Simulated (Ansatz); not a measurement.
## Profile along the I–Na line in NaI (rock salt)

NaI (rock salt)

```cif
data_INa
_chemical_formula_sum 'I1 Na1'
_space_group_name_H-M_alt 'P 1'
_space_group_IT_number 1
_cell_length_a 4.56802
_cell_length_b 4.56802
_cell_length_c 4.56802
_cell_angle_alpha 60.000
_cell_angle_beta 60.000
_cell_angle_gamma 60.000
loop_
_space_group_symop_operation_xyz
  'x, y, z'
loop_
_atom_site_label
_atom_site_type_symbol
_atom_site_fract_x
_atom_site_fract_y
_atom_site_fract_z
_atom_site_occupancy
I1 I 0.00000 0.00000 0.00000 1
Na1 Na 0.50000 0.50000 0.50000 1
```

Fields along a shortest I–Na line of a {100} plane (3.23 Å), from I to Na, interpolated on the slice's grid (step about 0.1 Å). Method: r2SCAN (plane waves to 500 eV, PAW, scalar-relativistic; Ansatz, a first-principles code). k mesh 9×9×9. Near the nuclei the fields are pseudised (PAW); where an atom keeps semicore shells as valence, they peak there. NaI was relaxed with its symmetry unable to fall. Spin-orbit coupling is left out, though I is heavy.

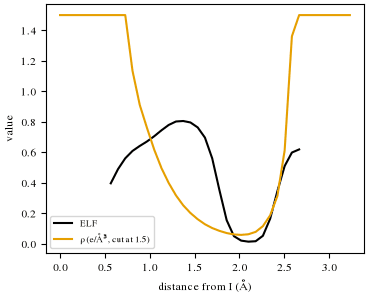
*ELF (away from the nuclei) and valence density from I to Na.*

Density on the I–Na line (3.23 Å) at its density minimum, 2.0 Å from I: 0.06 e/Å³. ELF at that point: 0.02. ELF maximum in the middle third of the I–Na line: 0.81, 1.4 Å from I.
